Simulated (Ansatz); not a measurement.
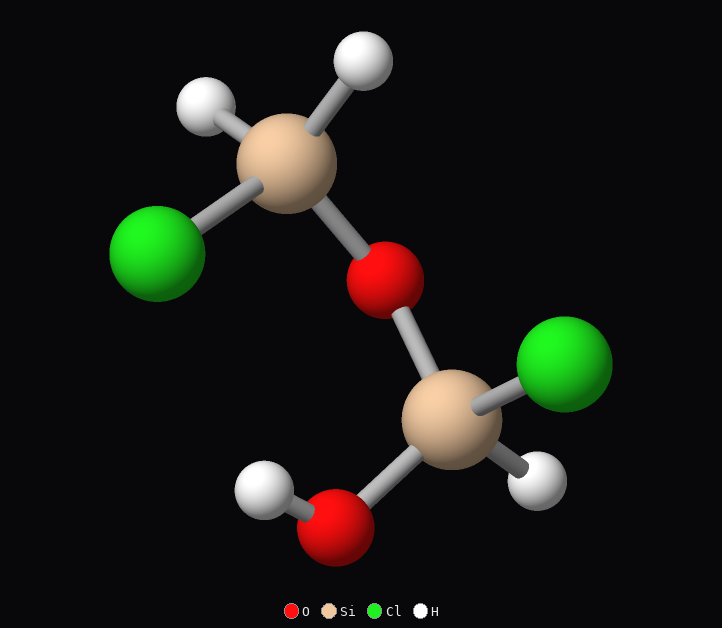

Source: calculation with Ansatz.

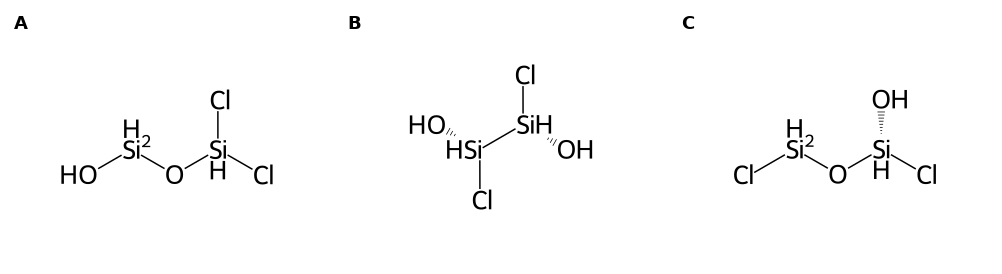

Which structural formula matches the 3D model?

Answer. C, `O[Si@H](Cl)O[SiH2]Cl`.
